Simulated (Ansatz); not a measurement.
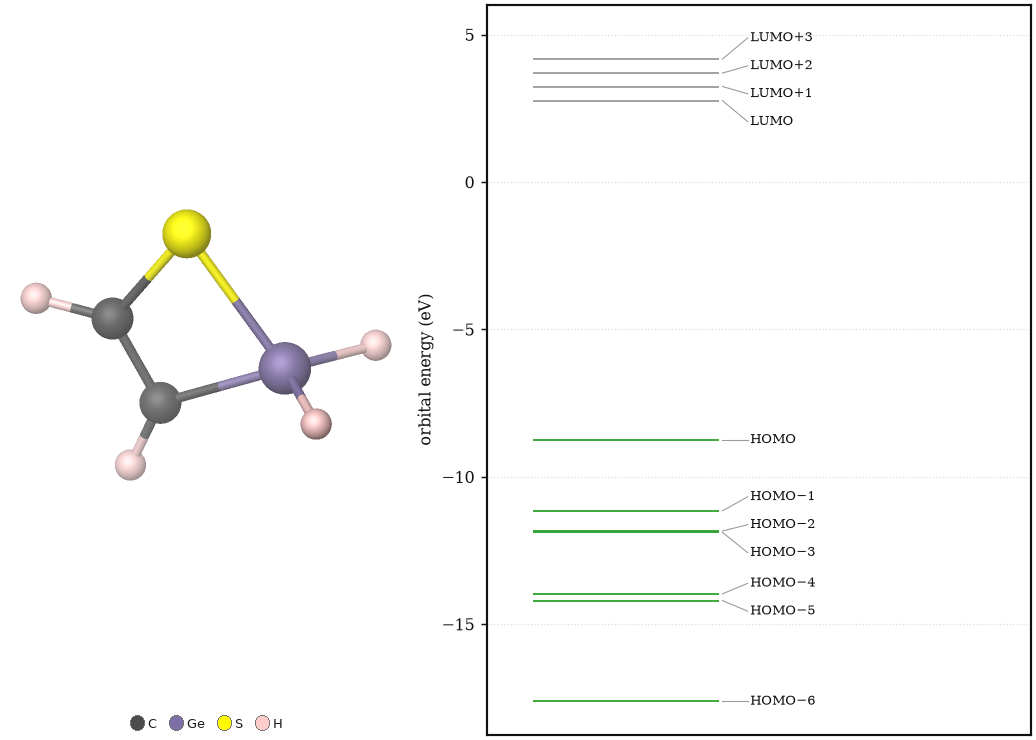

C₂H₄GeS, SMILES C1=[CH][GeH2][S]1, singlet. Hartree-Fock orbital energies near the frontier, HF/def2-TZVPP with the Ansatz code 0.2.0, at a PBE0-D4/def2-TZVP geometry (a minimum by its frequencies), isolated molecule; empty levels in grey, levels within 0.03 eV side by side.

Q: Where do the frontier orbitals lie?

A: HOMO at −8.75 eV, LUMO at 2.76 eV, 11.51 eV apart.

Q: How far below the HOMO does the next level lie?

A: 2.41 eV.

Q: List the levels.

A:
```csv
orbital,energy (eV)
LUMO+3,4.17
LUMO+2,3.70
LUMO+1,3.24
LUMO,2.76
HOMO,−8.75
HOMO−1,−11.16
HOMO−2,−11.84
HOMO−3,−11.89
HOMO−4,−13.97
HOMO−5,−14.20
HOMO−6,−17.62
```

Caveats: no scalar relativity up to krypton; empty levels above zero depend strongly on the basis.
